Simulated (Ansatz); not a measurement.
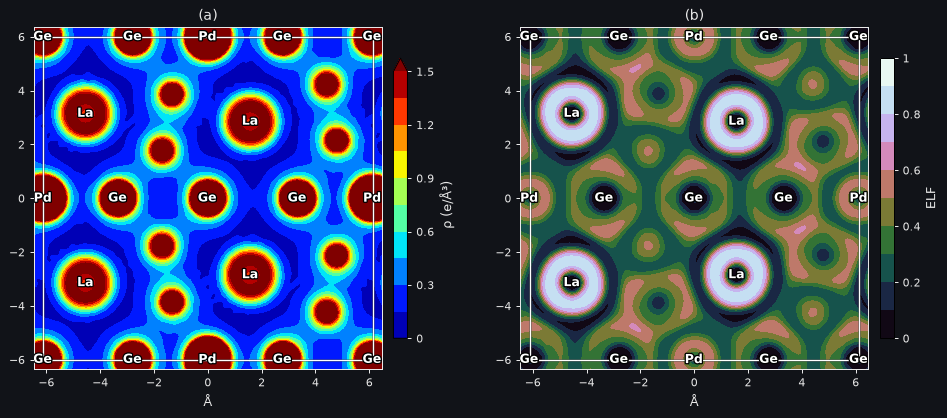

The picture shows: La$_{2}$Ge$_{5}$Pd$_{3}$. (a) valence pseudo-density; (b) ELF on the (101) plane of the conventional cell.

Space group Ibam; a generated structure, not necessarily the stable one.

The calculation used DFT r2SCAN, scalar-relativistic, plane waves, PAW (Ansatz).

In a PAW calculation such maps are meaningful between the atoms, not at the nuclei.

```yaml
crystal:
  lattice:
    - [10.24052, 0.00000, 0.00000]
    - [0.00000, 12.23901, 0.00000]
    - [0.00000, 0.00000, 6.24614]
  atoms:
    - { symbol: La, position: [0.26681, 0.62882, 0.00000] }
    - { symbol: La, position: [0.76681, 0.12882, 0.50000] }
    - { symbol: La, position: [0.73319, 0.37118, 0.00000] }
    - { symbol: La, position: [0.23319, 0.87118, 0.50000] }
    - { symbol: La, position: [0.26681, 0.37118, 0.50000] }
    - { symbol: La, position: [0.76681, 0.87118, 0.00000] }
    - { symbol: La, position: [0.23319, 0.12882, 0.00000] }
    - { symbol: La, position: [0.73319, 0.62882, 0.50000] }
    - { symbol: Ge, position: [0.00000, 0.00000, 0.25000] }
    - { symbol: Ge, position: [0.50000, 0.50000, 0.75000] }
    - { symbol: Ge, position: [0.00000, 0.00000, 0.75000] }
    - { symbol: Ge, position: [0.50000, 0.50000, 0.25000] }
    - { symbol: Ge, position: [0.00000, 0.72744, 0.25000] }
    - { symbol: Ge, position: [0.50000, 0.22744, 0.75000] }
    - { symbol: Ge, position: [0.00000, 0.27256, 0.25000] }
    - { symbol: Ge, position: [0.50000, 0.77256, 0.75000] }
    - { symbol: Ge, position: [0.00000, 0.27256, 0.75000] }
    - { symbol: Ge, position: [0.50000, 0.77256, 0.25000] }
    - { symbol: Ge, position: [0.50000, 0.22744, 0.25000] }
    - { symbol: Ge, position: [0.00000, 0.72744, 0.75000] }
    - { symbol: Ge, position: [0.34885, 0.89159, 0.00000] }
    - { symbol: Ge, position: [0.84885, 0.39159, 0.50000] }
    - { symbol: Ge, position: [0.15115, 0.39159, 0.00000] }
    - { symbol: Ge, position: [0.65115, 0.89159, 0.50000] }
    - { symbol: Ge, position: [0.34885, 0.10841, 0.50000] }
    - { symbol: Ge, position: [0.84885, 0.60841, 0.00000] }
    - { symbol: Ge, position: [0.65115, 0.10841, 0.00000] }
    - { symbol: Ge, position: [0.15115, 0.60841, 0.50000] }
    - { symbol: Pd, position: [0.39044, 0.36115, 0.00000] }
    - { symbol: Pd, position: [0.89044, 0.86115, 0.50000] }
    - { symbol: Pd, position: [0.00000, 0.50000, 0.25000] }
    - { symbol: Pd, position: [0.50000, 0.00000, 0.75000] }
    - { symbol: Pd, position: [0.10956, 0.86115, 0.00000] }
    - { symbol: Pd, position: [0.60956, 0.36115, 0.50000] }
    - { symbol: Pd, position: [0.89044, 0.13885, 0.00000] }
    - { symbol: Pd, position: [0.39044, 0.63885, 0.50000] }
    - { symbol: Pd, position: [0.10956, 0.13885, 0.50000] }
    - { symbol: Pd, position: [0.60956, 0.63885, 0.00000] }
    - { symbol: Pd, position: [0.50000, 0.00000, 0.25000] }
    - { symbol: Pd, position: [0.00000, 0.50000, 0.75000] }
```

**What do the fields say about this system?**

Atoms in the plane: La, Ge and Pd.
Atoms just off the plane (Ge, 0.5 Å away and Pd, 0.7 Å away) can leave unmarked features too.
Ge–Pd (2.78 Å): the density is about 0.29 e/Å³ at the midpoint; the ELF is about 0.30 at the midpoint; no localised pair shows between them.
Between the atoms the lowest density in this plane is 0.07 e/Å³.
The features right at La and Pd lie inside the PAW spheres, where the map follows smoothed inner orbitals and isn't to be read closely.
